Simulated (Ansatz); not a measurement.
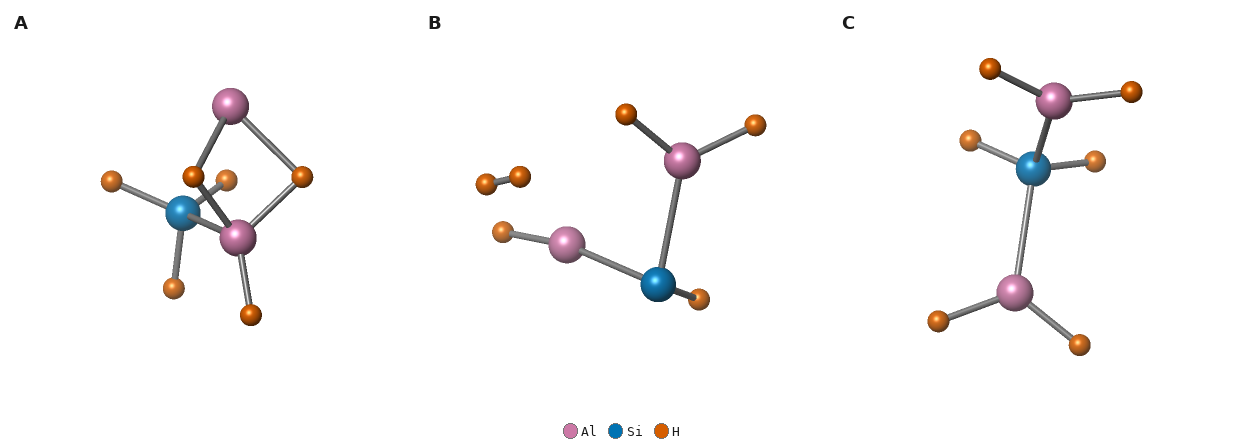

3 stationary structures of one formula. Geometries: PBE0-D4/def2-TZVP. Electronic energies: RHF-CCSD(T) (frozen core)/def2-TZVPP (Ansatz 0.2.0), without zero-point energy. No frequency run is at hand to confirm each as a minimum. Each is one conformer, not always the lowest.

Rank them by energy, lowest first.

A is lowest; C lies 0.236 eV above it, B lies 1.593 eV above it.
